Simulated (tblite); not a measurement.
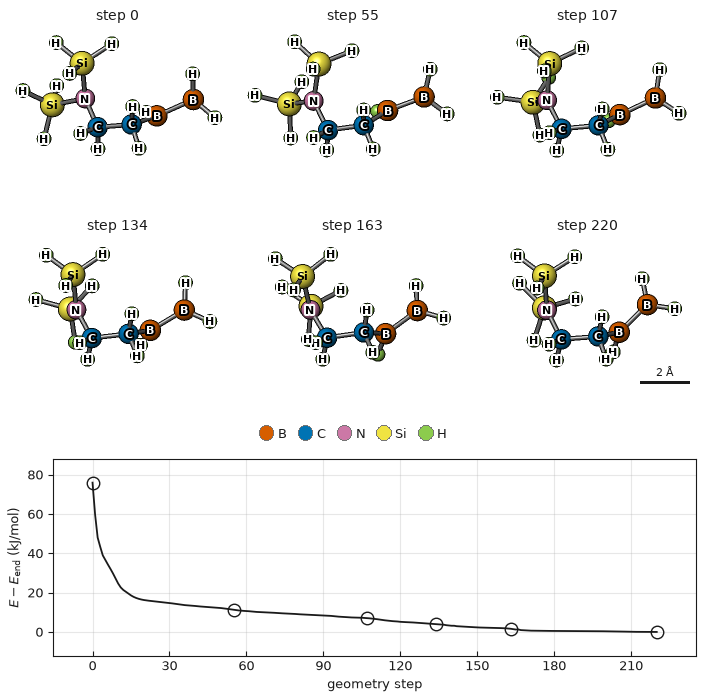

Frames of a relaxation of C2H13B2NSi2, marked on the history of the run. Style: ball-and-stick. Shown at a tilt.

These are results of GFN2-xTB geometry optimisation, gas phase (tblite), not measurements. 

What happens along the run?

An H atom moves most after the best rigid fit: 2.04 Å. By element the largest moves are H 2.04 Å, Si 0.96 Å, B 0.95 Å, N 0.59 Å, C 0.48 Å. Some distances before and after: B–B 1.679 → 1.622 Å, C–C 1.500 → 1.536 Å, N–Si 1.765 → 1.736 Å, C–H 1.120 → 1.093 Å. Bond angles that change, for instance: N–Si–H 116.0° → 106.3°, Si–N–Si 114.9° → 122.7°, B–B–H 115.7° → 122.4°. Groups turn about B–C by about 40°. After 220 geometry steps the energy has fallen by 76.0 kJ/mol. From step 0 to 55: an H atom moves most (0.54 Å), energy −64.7 kJ/mol. From step 55 to 107: an H atom moves most (0.60 Å), energy −4.24 kJ/mol. From step 107 to 134: an H atom moves most (0.70 Å), energy −3.02 kJ/mol. From step 134 to 163: an H atom moves most (0.67 Å), energy −2.39 kJ/mol. From step 163 to 220: an H atom moves most (0.51 Å), energy −1.63 kJ/mol.

```tsv
step	E − E(0), kJ/mol
0	0.00
1	-16.22
2	-27.95
3	-32.63
4	-37.00
5	-39.35
6	-41.67
7	-43.89
8	-46.24
9	-48.78
10	-51.33
21	-59.91
32	-61.60
43	-63.10
54	-64.48
65	-65.83
76	-66.60
87	-67.37
98	-68.32
109	-69.17
121	-70.90
132	-71.74
143	-73.10
154	-73.79
165	-74.73
176	-75.41
187	-75.47
198	-75.59
209	-75.84
220	-75.95
```
